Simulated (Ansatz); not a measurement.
**GeNH₃ (singlet): correlated methods under varied settings at distance Ge1–H4 = 4.203 Å**

Aim: run GeNH₃ (singlet) at one geometry under a spread of methods and options, and see what each costs and gives.

The runs use Ansatz 0.2.0, Gaussian basis; the settings change from run to run.

16 further runs of the same task are left out: 1 for a mislabelled method, 11 that didn't finish, 4 set aside as unsound or not needed.

## Step 1: The geometry

The geometry derives from a PBE0/def2-TZVP stationary point (not a proven minimum). One bond is set to the value named and the two fragments are kept rigid. No spin-orbit coupling is included. The filled d shell of Ge may be among the frozen orbitals whatever the setting's name suggests; the logs give the count.

5 atoms, charge 0, spin multiplicity 1.

Atoms are counted from 1 here; the program's logs count them from 0.

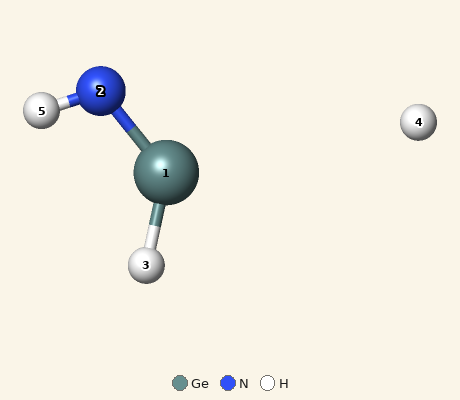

The geometry (germanium teal, nitrogen blue, hydrogen white); atoms are numbered from 1 in the order of the file.

## Step 2: HF/cc-pVDZ

in.yaml reads:

```yaml
crystal:
  periodic: [false, false, false]
  atoms:
    - {symbol: Ge, position_ang: [0.000000, 0.038873, 0.254068]}
    - {symbol: N, position_ang: [0.000000, -0.103151, -1.443449]}
    - {symbol: H, position_ang: [0.000000, 1.317957, 1.116358]}
    - {symbol: H, position_ang: [0.000000, -3.501962, 2.518509]}
    - {symbol: H, position_ang: [0.000000, 0.815895, -1.886279]}
basis:
  gaussian: {orbitals: cc-pVDZ, point_charges: [{charge: 0.50, position_ang: [4.059, 0.236, -0.754]}]}
magnetization: {spin_polarized: false}
hamiltonian: {xc: hf}
output: {orbitals: {seedname: orbitals}}
```

Run with:

```
> ansatz run in.yaml --threads 1 --pin off --events-out ev --progress --plain --max-ram 2393MiB
```

The log of the run:

```text
Functional definition: HF
  name "HF"
  cite "Fock, Z. Phys. 61, 126 (1930) doi:10.1007/BF01340294"
  parent pbe
  exchange = exact_x
  correlation = 0
595 factors; integrals over basis functions are off by at most 1.2e-3 eV
mean field evaluation 1: about -57988.2835 eV, gradient 4.0e1 eV
mean field evaluation 2: about -57988.3053 eV, gradient 4.0e1 eV
mean field evaluation 4: about -57992.8367 eV, gradient 3.3e0 eV
mean field evaluation 8: about -57992.9188 eV, gradient 3.3e-1 eV
mean field evaluation 16: about -57991.6456 eV, gradient 4.7e-1 eV
mean field -57992.92050006 eV, -2131.2005193637 hartree, gradient 2.1e-5 eV, S^2 0.000000; 0 other end points of the search recorded, 0 dependent functions left out
reference -57992.92050006 eV, -2131.2005193637 hartree; 21, 21 occupied and 35, 35 virtual orbitals, 595 factors
Total energy: -57992.92050006 eV, -2131.2005193637 hartree
```

Run time: 0.54 s. Hardware: 1 thread of Arm Neoverse V2, shared host.

## Step 3: CASSCF(2,3)/STO-3G

Changes to in.yaml since step 2:

```diff
@@ -9,5 +9,3 @@
 basis:
-  gaussian: {orbitals: cc-pVDZ, point_charges: [{charge: 0.50, position_ang: [4.059, 0.236, -0.754]}]}
-magnetization: {spin_polarized: false}
-hamiltonian: {xc: hf}
-output: {orbitals: {seedname: orbitals}}
+  gaussian: {orbitals: STO-3G, fitting: {mean_field: def2-universal-jkfit}}
+correlation: {active_space: {window: {electrons: 2, orbitals: 3}}}
```

The command is unchanged.

The log of the run:

```text
Functional definition: HF
  name "HF"
  cite "Fock, Z. Phys. 61, 126 (1930) doi:10.1007/BF01340294"
  parent pbe
  exchange = exact_x
  correlation = 0
397 factors; integrals over basis functions are off by at most 1.6e-2 eV
mean field evaluation 1: about -57318.8171 eV, gradient 2.9e1 eV
mean field evaluation 2: about -57315.5030 eV, gradient 4.0e1 eV
mean field evaluation 4: about -57326.4821 eV, gradient 1.1e1 eV
mean field evaluation 8: about -57327.9698 eV, gradient 6.2e-1 eV
mean field evaluation 16: about -57327.9526 eV, gradient 1.8e0 eV
mean field evaluation 32: about -57327.4937 eV, gradient 1.0e-6 eV
mean field -57327.97309375 eV, -2106.7641528993 hartree, gradient 1.5e-6 eV, S^2 0.000000; 4 other end points of the search recorded, 0 dependent functions left out
reference -57327.97309375 eV, -2106.7641528993 hartree; 21, 21 occupied and 5, 5 virtual orbitals, 397 factors
state -57333.98283951 eV, -2106.9850069826 hartree
Total energy: -57333.98283951 eV, -2106.9850069826 hartree
```

It took 0.54 s on 1 thread of Arm Neoverse V2, shared host.

From the report: 9 determinants; active occupations 1.04, 0.96, 0.00.

## Step 4: CASSCF(4,3)/cc-pVDZ

Changes to in.yaml since step 3:

```diff
@@ -9,3 +9,4 @@
 basis:
-  gaussian: {orbitals: STO-3G, fitting: {mean_field: def2-universal-jkfit}}
-correlation: {active_space: {window: {electrons: 2, orbitals: 3}}}
+  gaussian: {orbitals: cc-pVDZ}
+correlation: {active_space: {window: {electrons: 4, orbitals: 3}}}
+output: {forces: true}
```

Same command.

The log of the run, shortened:

```text
Functional definition: HF
  name "HF"
  cite "Fock, Z. Phys. 61, 126 (1930) doi:10.1007/BF01340294"
  parent pbe
[...]
595 factors; integrals over basis functions are off by at most 1.2e-3 eV
[...]
mean field -57992.95790862 eV, -2131.2018941032 hartree, gradient 3.7e-6 eV, S^2 0.000000; 3 other end points of the search recorded, 0 dependent functions left out
reference -57992.95790862 eV, -2131.2018941032 hartree; 21, 21 occupied and 35, 35 virtual orbitals, 595 factors
state -57996.84485863 eV, -2131.3447368814 hartree
[...]
Total energy: -57996.84485863 eV, -2131.3447368814 hartree
Atom 0 at     0.000000     0.038873     0.254068 Å, force     0.000000    -0.263250    -0.780970 eV/Å
Atom 1 at     0.000000    -0.103151    -1.443449 Å, force     0.000000     0.325196     0.611596 eV/Å
Atom 2 at     0.000000     1.317957     1.116358 Å, force    -0.000000     0.150659     0.122558 eV/Å
Atom 3 at     0.000000    -3.501962     2.518509 Å, force     0.000000     0.042190    -0.026052 eV/Å
Atom 4 at     0.000000     0.815895    -1.886279 Å, force    -0.000000    -0.254795     0.072869 eV/Å
Dipole moment:    -0.000000     0.321731     0.541411 e Å
```

Run time: 3.9 s. Hardware: 1 thread of Arm Neoverse V2, shared host.

From the report: 9 determinants; active occupations 2.00, 1.13, 0.87.

## Step 5: NEVPT2(2,3)/cc-pVDZ

Changes to in.yaml since step 4:

```diff
@@ -10,3 +10,5 @@
   gaussian: {orbitals: cc-pVDZ}
-correlation: {active_space: {window: {electrons: 4, orbitals: 3}}}
+correlation: {method: sc_nevpt2, electrons: outside_noble_gas, active_space: {window: {electrons: 2, orbitals: 3}}}
+accuracy: high
+scf: {lower_state_search: off}
 output: {forces: true}
```

Same command.

The log of the run, shortened:

```text
Functional definition: HF
  name "HF"
  cite "Fock, Z. Phys. 61, 126 (1930) doi:10.1007/BF01340294"
  parent pbe
[...]
1159 factors; integrals over basis functions are off by at most 4.6e-9 eV
[...]
mean field -57992.95812439 eV, -2131.2019020324 hartree, gradient 3.6e-8 eV, S^2 0.000000; 0 other end points of the search recorded, 0 dependent functions left out
reference -57992.95812439 eV, -2131.2019020324 hartree; 21, 21 occupied and 35, 35 virtual orbitals, 1159 factors
state -57996.84543065 eV, -2131.3447579026 hartree
state -57996.84543065 eV, -2131.3447579026 hartree; corrected -58003.80582713 eV, -2131.6005477552 hartree
WARN: 1 active orbitals are nearly empty or full. The corrections depend on them more than the energy does, and are more stable in an active space without them
[...]
Total energy: -58003.80582713 eV, -2131.6005477552 hartree
Atom 0 at     0.000000     0.038873     0.254068 Å, force     0.000000    -0.021541     0.695399 eV/Å
Atom 1 at     0.000000    -0.103151    -1.443449 Å, force    -0.000000    -0.858896    -0.637818 eV/Å
Atom 2 at     0.000000     1.317957     1.116358 Å, force    -0.000000     0.237886     0.268057 eV/Å
Atom 3 at     0.000000    -3.501962     2.518509 Å, force    -0.000000     0.029498    -0.054968 eV/Å
Atom 4 at     0.000000     0.815895    -1.886279 Å, force    -0.000000     0.613053    -0.270670 eV/Å
Dipole moment:    -0.000000     0.284990     0.354943 e Å
Checks for a lower state left out: stability, starts, cluster_reference, orbital_swaps, neighbouring_geometries, increment
```

Run time: 16 s. Hardware: 1 thread of Arm Neoverse V2, shared host.

From the report: 9 determinants; active occupations 1.13, 0.87, 0.00. The report marks this result as in doubt.

## Step 6: CCSD(T) on UHF/cc-pVDZ

Changes to in.yaml since step 5:

```diff
@@ -10,5 +10,4 @@
   gaussian: {orbitals: cc-pVDZ}
-correlation: {method: sc_nevpt2, electrons: outside_noble_gas, active_space: {window: {electrons: 2, orbitals: 3}}}
+magnetization: {spin_polarized: true, initial_magnetization: 0}
+correlation: {method: ccsd_t, electrons: outside_noble_gas}
 accuracy: high
-scf: {lower_state_search: off}
-output: {forces: true}
```

The command is unchanged.

The log of the run, shortened:

```text
Functional definition: HF
  name "HF"
  cite "Fock, Z. Phys. 61, 126 (1930) doi:10.1007/BF01340294"
  parent pbe
[...]
1159 factors; integrals over basis functions are off by at most 4.6e-9 eV
[...]
mean field -57997.24358830 eV, -2131.3593899264 hartree, gradient 3.4e-8 eV, S^2 1.537123; 18 other end points of the search recorded, 0 dependent functions left out
determinant -57997.24358830 eV, -2131.3593899264 hartree, with singles and doubles -58004.33054498 eV, -2131.6198307807 hartree
determinant -57996.88876993 eV, -2131.3463505916 hartree, with singles and doubles -58004.32345016 eV, -2131.6195700510 hartree
determinant -57995.92525079 eV, -2131.3109419166 hartree, with singles and doubles -58002.56997213 eV, -2131.5551309216 hartree
determinant -57995.28798483 eV, -2131.2875228244 hartree, with singles and doubles -58002.10078258 eV, -2131.5378885240 hartree
[...]
determinant -57993.89909295 eV, -2131.2364819891 hartree, with singles and doubles -58000.32226068 eV, -2131.4725290494 hartree
determinant -57997.24358830 eV, -2131.3593899264 hartree, with singles and doubles -58004.36078951 eV, -2131.6209422466 hartree
determinant -57996.88876993 eV, -2131.3463505916 hartree, with singles and doubles -58004.33912919 eV, -2131.6201462444 hartree
[...]
15 core orbitals not correlated: weight in the atoms' cores, before any rotation towards them, 0.995 or more for the frozen orbitals, at most 0.004 for the correlated occupied ones
reference -57996.88876993 eV, -2131.3463505916 hartree; 6, 6 occupied and 35, 35 virtual orbitals, 1159 factors
second order -6.49551575 eV of doubles, -0.00000000 eV of singles
cycle   1  -7.45035768 eV  change    1.6e-6 eV  update   2.5e-6
[...]
cycle  22  -7.45034913 eV  change  -5.5e-10 eV  update  4.3e-10
perturbative correction -0.31418917 eV, -0.0115462390 hartree
Total energy: -58004.65330822 eV, -2131.6316921111 hartree
```

Wall time 34 s (1 thread of Arm Neoverse V2, shared host).

From the report: ⟨S²⟩ of the determinant 1.280 (pure singlet: 0.00); correlation -7.7645 eV; T1 0.071; largest double amplitude 0.16. The determinant is far from a pure spin state, so its energy mixes those of several spin states (harmless only where they are near-degenerate, as at dissociation).

## Step 7: All runs side by side

 † marks a result that the program doubts.

| level | correlated | functions | energy (eV) | time |
| --- | --- | --- | --- | --- |
| HF/cc-pVDZ (beside a point charge) |  | 56 | -57992.9205 | 0.54 s |
| CASSCF(2,3)/STO-3G |  | 26 | -57333.9828 | 0.54 s |
| CASSCF(4,3)/cc-pVDZ |  | 56 | -57996.8449 | 3.9 s |
| NEVPT2(2,3)/cc-pVDZ † | outside noble gas | 56 | -58003.8058 | 16 s |
| CCSD(T) on UHF/cc-pVDZ | outside noble gas | 56 | -58004.6533 | 34 s |

## Step 8: Results

```
quantity                                       value
    runs                                           5
quickest  HF/cc-pVDZ (beside a point charge), 0.54 s
 slowest                CCSD(T) on UHF/cc-pVDZ, 34 s
```

**Reading.** Total energies in different bases, with other cores or another treatment of relativity can't be set against each other. CCSD(T) on UHF/cc-pVDZ took 63 times as long as HF/cc-pVDZ (beside a point charge); the jobs differ in more than the method.
